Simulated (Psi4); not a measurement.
# O₂: geometry relaxation (part 1 of 3)

O₂, multiplicity 3, computed with PBE/def2-SVP, UKS (Psi4 1.11).

The geometry comes from this level: PBE0-D4/def2-TZVP.

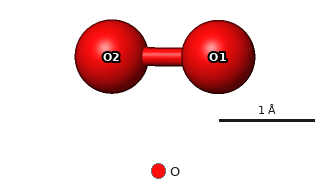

**Figure 1.** The starting structure (ball-and-stick view, seen at an oblique angle; atoms are numbered from 1 in the order of the input). Bond lengths as drawn: O–O 1.19 Å.

**The input (calc.in)**
```
memory 1.6 GB

molecule {
  0 3
  O      0.509550    -0.164850     0.262450
  O     -0.509550     0.164850    -0.262450
  symmetry c1
}

set {
  basis                def2-SVP
  reference            uks
  puream               true
  scf_type             pk
  dft_radial_points    99
  dft_spherical_points 590
  g_convergence        gau_tight
  geom_maxiter         50
  maxiter              100
}

e_tot = optimize("pbe")
```

Run as:
```bash
psi4 -i calc.in -o calc.out -n 1
```

**The program's output**
```
Psi4 1.11 release

gradient() will perform analytic gradient computation.

   => Loading Basis Set <=

    Name: DEF2-SVP
    Role: ORBITAL
    Keyword: BASIS

         ---------------------------------------------------------
                                   SCF
                              UKS Reference
                        1 Threads,   1525 MiB Core
         ---------------------------------------------------------

  ==> Geometry <==

    Molecular point group: c1
    Full point group: D_inf_h

    Geometry (in Angstrom), charge = 0, multiplicity = 3:

       Center              X                  Y                   Z               Mass
    ------------   -----------------  -----------------  -----------------  -----------------
         O            0.596403158526    -0.000000000000     0.000000000000    15.994914619570
         O           -0.596403158526     0.000000000000    -0.000000000000    15.994914619570

  Running in c1 symmetry.

  Rotational constants: A = ************  B =      1.48151  C =      1.48151 [cm^-1]
  Rotational constants: A = ************  B =  44414.56448  C =  44414.56448 [MHz]
  Nuclear repulsion =   28.392993060744768

  Charge       = 0
  Multiplicity = 3
  Electrons    = 16
  Nalpha       = 9
  Nbeta        = 7

  ==> Algorithm <==

  SCF Algorithm Type is PK.
  DIIS enabled.
  MOM disabled.
  Fractional occupation disabled.
  Guess Type is SAD.
  Energy threshold   = 1.00e-08
  Density threshold  = 1.00e-08
  Integral threshold = 1.00e-12

  ==> Primary Basis <==

  Basis Set: DEF2-SVP
    Blend: DEF2-SVP
    Number of shells: 12
    Number of basis functions: 28
    Number of Cartesian functions: 30
    Spherical Harmonics?: true
    Max angular momentum: 2

  ==> DFT Potential <==

   => LibXC <=

    Version 7.1.2

   => Composite Functional: PBE <=

    PBE GGA Exchange-Correlation Functional

    Deriv               =              1
    GGA                 =           TRUE
    Meta                =          FALSE

    Exchange Hybrid     =          FALSE
    MP2 Hybrid          =          FALSE

   => Exchange Functionals <=

    1.0000     XC_GGA_X_PBE

   => Correlation Functionals <=

    1.0000     XC_GGA_C_PBE

   => LibXC Density Thresholds  <==

    XC_GGA_C_PBE:  1.00E-12
    XC_GGA_X_PBE:  1.00E-15

   => Molecular Quadrature <=

    Radial Scheme          =       TREUTLER
    Pruning Scheme         =           NONE
    Nuclear Scheme         =       TREUTLER

    Blocking Scheme        =         OCTREE
    BS radius alpha        =              1
    Pruning alpha          =              1
    Radial Points          =             99
    Spherical Points       =            590
    Total Points           =         106904
    Total Blocks           =            880
    Max Points             =            256
    Max Functions          =             28
    Weights Tolerance      =       1.00E-15

  ==> Integral Setup <==

  Using in-core PK algorithm.
   Calculation information:
      Number of atoms:                   2
      Number of AO shells:              12
      Number of primitives:             24
      Number of atomic orbitals:        30
      Number of basis functions:        28

      Integral cutoff                 1.00e-12
      Number of threads:                 1

  Performing in-core PK
  Using 165242 doubles for integral storage.
  We computed 3080 shell quartets total.
  Whereas there are 3081 unique shell quartets.

  ==> DiskJK: Disk-Based J/K Matrices <==

    J tasked:                  Yes
    K tasked:                   No
    wK tasked:                  No
    Memory [MiB]:             1060
    Schwarz Cutoff:          1E-12

  Cached 100.0% of DFT collocation blocks in 0.082 [GiB].

  Minimum eigenvalue in the overlap matrix is 1.4183728739E-02.
  Reciprocal condition number of the overlap matrix is 4.6272388993E-03.
    Using symmetric orthogonalization.

  ==> Pre-Iterations <==

  SCF Guess: Superposition of Atomic Densities via on-the-fly atomic UHF (no occupation information).

   -------------------------
    Irrep   Nso     Nmo
   -------------------------
     A         28      28
   -------------------------
    Total      28      28
   -------------------------

  ==> Iterations <==

                        Total Energy        Delta E     RMS |[F,P]|

   @UKS iter SAD:  -149.83803292695811   -1.49838e+02   0.00000e+00
   @UKS iter   1:  -150.04568515477280   -2.07652e-01   7.93513e-03 DIIS/ADIIS
   @UKS iter   2:  -150.05504187978968   -9.35673e-03   5.70557e-03 DIIS/ADIIS
   @UKS iter   3:  -150.06493683635466   -9.89496e-03   8.27147e-04 DIIS/ADIIS
   @UKS iter   4:  -150.06513414532932   -1.97309e-04   1.26216e-04 DIIS/ADIIS
   @UKS iter   5:  -150.06513931354115   -5.16821e-06   3.30369e-06 DIIS
   @UKS iter   6:  -150.06513931947885   -5.93769e-09   1.68841e-07 DIIS
   @UKS iter   7:  -150.06513931949067   -1.18234e-11   1.27893e-08 DIIS
   @UKS iter   8:  -150.06513931949075   -8.52651e-14   6.31675e-10 DIIS
  Energy and wave function converged.

  ==> Post-Iterations <==

   Electrons on quadrature grid:
      Nalpha   =    8.9999999907 ; deviation = -9.342e-09
      Nbeta    =    6.9999999815 ; deviation = -1.849e-08
      Ntotal   =   15.9999999722 ; deviation = -2.784e-08

   @Spin Contamination Metric:   3.065326638E-03
   @S^2 Expected:                2.000000000E+00
   @S^2 Observed:                2.003065327E+00
   @S   Expected:                1.000000000E+00
   @S   Observed:                1.000000000E+00

    Orbital Energies [Eh]
    ---------------------

    Alpha Occupied:

       1A    -18.894189     2A    -18.893738     3A     -1.203188
       4A     -0.717499     5A     -0.492969     6A     -0.492969
       7A     -0.484755     8A     -0.232965     9A     -0.232965

    Alpha Virtual:

      10A      0.187412    11A      0.676247    12A      0.763934
      13A      0.763934    14A      0.772834    15A      0.848408
      16A      0.881070    17A      0.881070    18A      1.117247
      19A      1.999449    20A      1.999449    21A      2.249380
      22A      2.249380    23A      2.553813    24A      2.553813
      25A      2.705425    26A      3.209628    27A      3.209628
      28A      3.708315

    Beta Occupied:

       1A    -18.868425     2A    -18.868003     3A     -1.160035
       4A     -0.653027     5A     -0.449483     6A     -0.423266
       7A     -0.423266

    Beta Virtual:

       8A     -0.147617     9A     -0.147617    10A      0.227936
      11A      0.707275    12A      0.796973    13A      0.814768
      14A      0.814768    15A      0.862179    16A      0.934072
      17A      0.934072    18A      1.152796    19A      2.037422
      20A      2.037422    21A      2.328252    22A      2.328252
      23A      2.639494    24A      2.639494    25A      2.746940
      26A      3.261050    27A      3.261050    28A      3.744156

    Final Occupation by Irrep:
              A
    DOCC [     7 ]
    SOCC [     2 ]
    NA   [     9 ]
    NB   [     7 ]

  @UKS Final Energy:  -150.06513931949075

   => Energetics <=

    Nuclear Repulsion Energy =             28.3929930607447680
    One-Electron Energy =                -262.3532770069832054
    Two-Electron Energy =                 100.7995890182206438
    DFT Exchange-Correlation Energy =     -16.9044443914729605
    Empirical Dispersion Energy =           0.0000000000000000
    VV10 Nonlocal Energy =                  0.0000000000000000
    Total Energy =                       -150.0651393194907541

  UHF NO Occupations:
  HONO-2 :    7  A 1.9995169
  HONO-1 :    8  A 1.0000000
  HONO-0 :    9  A 1.0000000
  LUNO+0 :   10  A 0.0004831
  LUNO+1 :   11  A 0.0004831
  LUNO+2 :   12  A 0.0003967
  LUNO+3 :   13  A 0.0001528

Computation Completed

Properties will be evaluated at   0.000000,   0.000000,   0.000000 [a0]

Properties computed using the SCF density matrix

 Multipole Moments:

 ------------------------------------------------------------------------------------
     Multipole            Electronic (a.u.)      Nuclear  (a.u.)        Total (a.u.)
 ------------------------------------------------------------------------------------

 L = 1.  Multiply by 2.5417464519 to convert [e a0] to [Debye]
 Dipole X            :         -0.0000000            0.0000000           -0.0000000
 Dipole Y            :         -0.0000000            0.0000000           -0.0000000
 Dipole Z            :          0.0000000            0.0000000            0.0000000
 Magnitude           :                                                    0.0000000

 ------------------------------------------------------------------------------------

	total time  =          2 seconds =       0.03 minutes

         ------------------------------------------------------------
                                   SCF GRAD
         ------------------------------------------------------------

  ==> Geometry <==

    Molecular point group: c1
    Full point group: D_inf_h

    Geometry (in Angstrom), charge = 0, multiplicity = 3:

       Center              X                  Y                   Z               Mass
    ------------   -----------------  -----------------  -----------------  -----------------
         O            0.596403158526    -0.000000000000     0.000000000000    15.994914619570
         O           -0.596403158526     0.000000000000    -0.000000000000    15.994914619570

  Nuclear repulsion =   28.392993060744768

  ==> Basis Set <==

  Basis Set: DEF2-SVP
    Blend: DEF2-SVP
    Number of shells: 12
    Number of basis functions: 28
    Number of Cartesian functions: 30
    Spherical Harmonics?: true
    Max angular momentum: 2

  ==> DirectJKGrad: Integral-Direct SCF Gradients <==

    Gradient:                    1
    J tasked:                  Yes
    K tasked:                   No
    wK tasked:                  No
    Integrals threads:           1
    Schwarz Cutoff:          1E-12

   => Molecular Quadrature <=

    Radial Scheme          =       TREUTLER
    Pruning Scheme         =           NONE
    Nuclear Scheme         =       TREUTLER

    Blocking Scheme        =         OCTREE
    BS radius alpha        =              1
    Pruning alpha          =              1
    Radial Points          =             99
    Spherical Points       =            590
    Total Points           =         106904
    Total Blocks           =            880
    Max Points             =            256
    Max Functions          =             28
    Weights Tolerance      =       1.00E-15

  -Total Gradient:
     Atom            X                  Y                   Z
    ------   -----------------  -----------------  -----------------
       1       -0.033422837343     0.000000000000     0.000000000000
       2        0.033422837343    -0.000000000000    -0.000000000000

	total time  =          1 seconds =       0.02 minutes

    			-----------------------------------------

    			 OPTKING 3.0: for geometry optimizations

    			        with contributions from

    			-----------------------------------------

	                            ===> Fragment 1 <==

	 Z (Atomic Numbers)          Masses                          Geom
	       8.000000            15.994915          1.12703863 -0.00000000  0.00000000
	       8.000000            15.994915         -1.12703863  0.00000000 -0.00000000

	 - Coordinate -           - BOHR/RAD -       - ANG/DEG -
	 R(1,2)           =         2.254077           1.192806

	        --- Internal Coordinate Step in ANG or DEG, aJ/ANG or AJ/DEG ---
	-------------------------------------------------------------------------------
	           Coordinate      Previous         Force          Change          New
	           ----------      --------        ------          ------        ------
	               R(1,2)       1.19281        0.27536        0.01628       1.20909
	-------------------------------------------------------------------------------

	                                 ==> Convergence Check <==

	Measures of convergence in internal coordinates in au.

	Criteria marked as inactive (o), active & met (*), and active & unmet ( ).

	----------------------------------------------------------------------------------------------~
	   Step    Total Energy     Delta E     Max Force     RMS Force      Max Disp      RMS Disp   ~
	----------------------------------------------------------------------------------------------~
	  Convergence Criteria              o    1.50e-05 *    1.00e-05 *    6.00e-05 *    4.00e-05 *~
	----------------------------------------------------------------------------------------------~
	     1    -150.06513932   -1.50e+02 o    3.34e-02      3.34e-02      3.08e-02      3.08e-02    ~
	----------------------------------------------------------------------------------------------

Next Geometry in Ang
	Fragment 1 (Ang)

	    O   0.6045442689  -0.0000000000   0.0000000000
	    O  -0.6045442689   0.0000000000  -0.0000000000

    Structure for next step:
    Molecular point group: c1
    Full point group: D_inf_h

    Geometry (in Angstrom), charge = 0, multiplicity = 3:

    O            0.604544268943    -0.000000000000     0.000000000000
    O           -0.604544268943     0.000000000000    -0.000000000000

gradient() will perform analytic gradient computation.

  ==> Geometry <==

    Molecular point group: c1
    Full point group: D_inf_h

    Geometry (in Angstrom), charge = 0, multiplicity = 3:

       Center              X                  Y                   Z               Mass
    ------------   -----------------  -----------------  -----------------  -----------------
         O            0.604544268943    -0.000000000000     0.000000000000    15.994914619570
         O           -0.604544268943     0.000000000000    -0.000000000000    15.994914619570

  Running in c1 symmetry.

  Rotational constants: A = ************  B =      1.44188  C =      1.44188 [cm^-1]
  Rotational constants: A = ************  B =  43226.39927  C =  43226.39927 [MHz]
  Nuclear repulsion =   28.010638114287140

  Charge       = 0
  Multiplicity = 3
  Electrons    = 16
  Nalpha       = 9
  Nbeta        = 7

  ==> Algorithm <==

  SCF Algorithm Type is PK.
  DIIS enabled.
  MOM disabled.
  Fractional occupation disabled.
  Guess Type is READ.
  Energy threshold   = 1.00e-08
  Density threshold  = 1.00e-08
  Integral threshold = 1.00e-12

   => Molecular Quadrature <=

    Radial Scheme          =       TREUTLER
    Pruning Scheme         =           NONE
    Nuclear Scheme         =       TREUTLER

    Blocking Scheme        =         OCTREE
    BS radius alpha        =              1
    Pruning alpha          =              1
    Radial Points          =             99
    Spherical Points       =            590
    Total Points           =         106928
    Total Blocks           =            872
    Max Points             =            256
    Max Functions          =             28
    Weights Tolerance      =       1.00E-15

   => Loading Basis Set <=

    Name: DEF2-SVP
    Role: ORBITAL
    Keyword: BASIS

  Reading orbitals from file scr/calc.default.36328.180.npy, no projection.

  ==> DiskJK: Disk-Based J/K Matrices <==

    J tasked:                  Yes
    K tasked:                   No
    wK tasked:                  No
    Memory [MiB]:             1060
    Schwarz Cutoff:          1E-12

  Cached 100.0% of DFT collocation blocks in 0.082 [GiB].

  Minimum eigenvalue in the overlap matrix is 1.5139471274E-02.
  Reciprocal condition number of the overlap matrix is 4.9685743886E-03.
    Using symmetric orthogonalization.

  ==> Pre-Iterations <==

  SCF Guess: Orbitals guess was supplied from a previous computation.
```
